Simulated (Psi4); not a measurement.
# BrF (bromine fluoride): CCSD(T)/cc-pVTZ

Aim: the vertical ionisation energy of BrF (bromine fluoride) at CCSD(T)/cc-pVTZ, from 2 runs. The job is set up through an ASE script.

The results are computed with Psi4 1.11.

1 further run of the same task is left out (set aside as unsound or not needed).

## 1. The structure to begin with

BrF: 2 atoms, total charge 0, spin state singlet. SMILES: `FBr`. The coordinates come from a PBE0-D4/def2-TZVP relaxation.

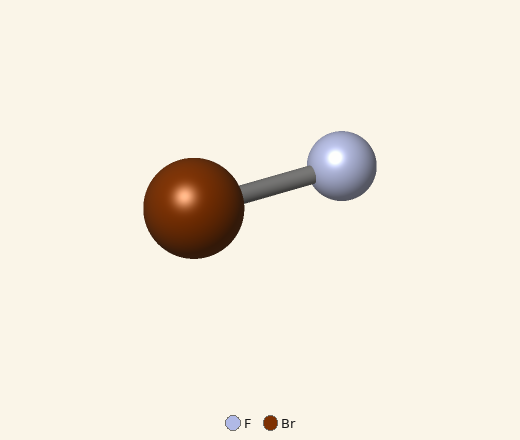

Viewed from a chosen angle; fluorine light blue, bromine brown.

## 2. The energy at CCSD(T)/cc-pVTZ

brf_ase.py reads:

```python
import numpy as np
from ase.calculators.psi4 import Psi4
from ase import Atoms

mol = Atoms(['F', 'Br'], positions=[
    [0.000000, 0.000000, 0.023210],
    [0.000000, 0.000000, 1.776730],
])
calc = Psi4(atoms=mol, method='ccsd(t)', basis='cc-pVTZ', memory='2200MB', num_threads=1, charge=0, multiplicity=1, label='brf')
calc.psi4.set_options({'puream': True, 'e_convergence': 1e-09, 'd_convergence': 1e-08, 'scf_type': 'pk', 'num_frozen_docc': 10})
mol.calc = calc

print(f'energy: {mol.get_potential_energy():.6f} eV')
```

Started as:

```bash
$ python brf_ase.py
```

brf.dat:

```text
[...]
  Running in c1 symmetry.
[...]
  Nuclear repulsion =   95.060690132447888
[...]
  Multiplicity = 1
[...]
  Nalpha       = 22
  Nbeta        = 22
[...]
    Number of basis functions: 73
[...]
   @RHF iter   1: -2671.74239912262101   -1.94390e+00   1.16553e-02 DIIS/ADIIS
[...]
   @RHF iter  11: -2671.86545693866947   -5.45697e-12   2.09906e-09 DIIS
[...]
    Orbital Energies [Eh]
    ---------------------
    Doubly Occupied:
       1A   -490.105072     2A    -65.242831     3A    -58.599197
       4A    -58.595984     5A    -58.595984     6A    -26.328512
       7A     -9.915357     8A     -7.530764     9A     -7.516729
      10A     -7.516729    11A     -3.276864    12A     -3.269762
      13A     -3.269762    14A     -3.251561    15A     -3.251561
      16A     -1.603899    17A     -1.030298    18A     -0.694595
      19A     -0.694595    20A     -0.664102    21A     -0.451138
      22A     -0.451138
[...]
  @RHF Final Energy: -2671.86545693866947
   => Energetics <=
    Nuclear Repulsion Energy =             95.0606901324478883
    One-Electron Energy =               -3910.1394277536405752
    Two-Electron Energy =                1143.2132806825236457
    Total Energy =                      -2671.8654569386690127
[...]
 Multipole Moments:
 ------------------------------------------------------------------------------------
     Multipole            Electronic (a.u.)      Nuclear  (a.u.)        Total (a.u.)
 ------------------------------------------------------------------------------------
 L = 1.  Multiply by 2.5417464519 to convert [e a0] to [Debye]
 Dipole X            :          0.0000000            0.0000000            0.0000000
 Dipole Y            :          0.0000000            0.0000000            0.0000000
 Dipole Z            :          2.2116013           -1.5337389            0.6778624
 Magnitude           :                                                    0.6778624
[...]
      * MP2 total energy                      = -2672.345079608544893
[...]
      * CCSD total energy                     = -2672.355373165594756
[...]
      * CCSD(T) total energy                  = -2672.372277720246984
```

On the terminal:

```text
energy: -72718.953650 eV
```

Run time: 2.4 min. Hardware: 1 thread of Intel Xeon at 2.50GHz (Skylake/Cascade Lake), shared host; peak memory 1.1 GiB.

## 3. The doublet cation

brf.xyz reads:

```xyz
2
BrF
F      0.000000     0.000000     0.023210
Br     0.000000     0.000000     1.776730
```

run_ase.py reads:

```python
import numpy as np
from ase.calculators.psi4 import Psi4
from ase.io import read

atoms = read('brf.xyz')
calc = Psi4(atoms=atoms, method='ccsd(t)', basis='cc-pVTZ', memory='2200MB', num_threads=1, charge=1, multiplicity=2, label='brf', reference='uhf')
calc.psi4.set_options({'puream': True, 'e_convergence': 1e-09, 'd_convergence': 1e-08, 'scf_type': 'pk', 'num_frozen_docc': 10, 'maxiter': 100})
atoms.calc = calc

print(f'energy: {atoms.get_potential_energy():.6f} eV')
```

Started as:

```bash
$ python run_ase.py
```

brf.dat:

```text
[...]
  Running in c1 symmetry.
[...]
  Nuclear repulsion =   95.060690132447888
[...]
  Multiplicity = 2
[...]
  Nalpha       = 22
  Nbeta        = 21
[...]
    Number of basis functions: 73
[...]
   @UHF iter   1: -2671.34231575539343   -1.54381e+00   1.06780e-02 ADIIS/DIIS
[...]
   @UHF iter  16: -2671.45471921072067   -8.64020e-12   6.43161e-09 DIIS
[...]
   @S^2 Observed:                7.666623689E-01
[...]
    Orbital Energies [Eh]
    ---------------------
    Alpha Occupied:
       1A   -490.508839     2A    -65.642200     3A    -59.002035
       4A    -58.997363     5A    -58.993816     6A    -26.658979
       7A    -10.315630     8A     -7.934322     9A     -7.923231
      10A     -7.908482    11A     -3.674735    12A     -3.673878
      13A     -3.655680    14A     -3.655526    15A     -3.649711
      16A     -1.913381    17A     -1.422328    18A     -1.021530
      19A     -1.004527    20A     -0.965232    21A     -0.863069
      22A     -0.799499
    Alpha Virtual:
      23A     -0.279857    24A      0.084569    25A      0.100103
[...]
  @UHF Final Energy: -2671.45471921072067
   => Energetics <=
    Nuclear Repulsion Energy =             95.0606901324478883
    One-Electron Energy =               -3893.8045938367213239
    Two-Electron Energy =                1127.2891844935529662
    Total Energy =                      -2671.4547192107206683
  UHF NO Occupations:
  HONO-2 :   20  A 1.9965667
  HONO-1 :   21  A 1.9958316
[...]
 Multipole Moments:
 ------------------------------------------------------------------------------------
     Multipole            Electronic (a.u.)      Nuclear  (a.u.)        Total (a.u.)
 ------------------------------------------------------------------------------------
 L = 1.  Multiply by 2.5417464519 to convert [e a0] to [Debye]
 Dipole X            :          0.0000000            0.0000000            0.0000000
 Dipole Y            :         -0.0000000            0.0000000           -0.0000000
 Dipole Z            :          2.4041828           -1.5337389            0.8704439
 Magnitude           :                                                    0.8704439
[...]
      * MP2 total energy                      = -2671.909499942797083
[...]
      * CCSD total energy                     = -2671.922635039561101
[...]
      * CCSD(T) total energy                     = -2671.940923077126172
```

The script printed:

```text
energy: -72707.215892 eV
```

It took 3.9 min on 1 thread of Intel Xeon at 2.50GHz (Skylake/Cascade Lake), shared host; peak memory 1.1 GiB.

## 4. Results

Level: CCSD(T)/cc-pVTZ, 10 core orbitals frozen.

| quantity | value |
| --- | --- |
| singlet BrF: total energy | -2672.37228 Eh |
| singlet BrF: HOMO energy (Hartree–Fock orbitals) | -12.28 eV |
| singlet BrF: LUMO energy (Hartree–Fock orbitals) | 0.94 eV |
| singlet BrF: HOMO–LUMO gap (Hartree–Fock orbitals) | 13.22 eV |
| singlet BrF: correlation energy (10 core orbitals frozen) | -506.8 mEh |
| singlet BrF: (T) correction | -16.90 mEh |
| singlet BrF: T1 diagnostic | 0.010 |
| doublet cation: total energy | -2671.94092 Eh |
| doublet cation: HOMO energy (Hartree–Fock orbitals) (highest over α and β) | -21.21 eV |
| doublet cation: LUMO energy (Hartree–Fock orbitals) (lowest over α and β) | -10.14 eV |
| doublet cation: correlation energy (10 core orbitals frozen) | -486.2 mEh |
| doublet cation: (T) correction | -18.29 mEh |
| doublet cation: ⟨S²⟩ of the reference determinant | 0.767 |
| doublet cation: T1 diagnostic | 0.034 |
| vertical ionisation energy (to the doublet cation) | 11.738 eV |

What this shows: The vertical ionisation energy comes to 11.74 eV (1133 kJ/mol). The triples (singlet BrF) make up 3.3 % of the correlation energy. The triples (doublet cation) make up 3.8 % of the correlation energy.
